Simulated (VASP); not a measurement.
Band structure of PdIn (CsCl type). Computed with revTPSS meta-GGA, VASP's PBE PAW potentials (set 64) (plane waves; VASP).

Unless said otherwise, spin-orbit coupling is left out, though it shifts the bands of the heavy elements here.

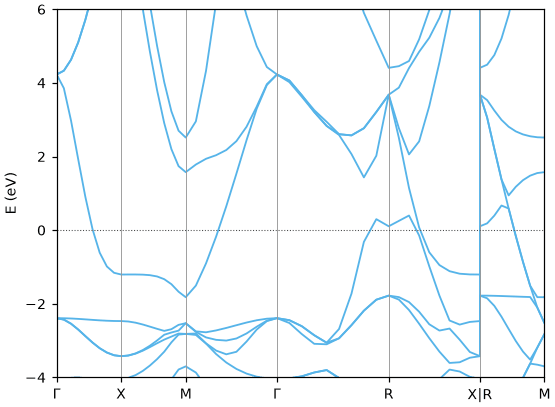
Figure: Bands along high-symmetry lines, zero at the valence-band maximum or, without a gap, the Fermi level

Q: Read the plot: is there a gap, and where are the band edges?

A: It has no gap at this level: it comes out as a metal or semimetal.

The compound is PdIn in the CsCl type structure. It was relaxed first. The electron count is odd and the run is not spin-polarised, which forces a metal.
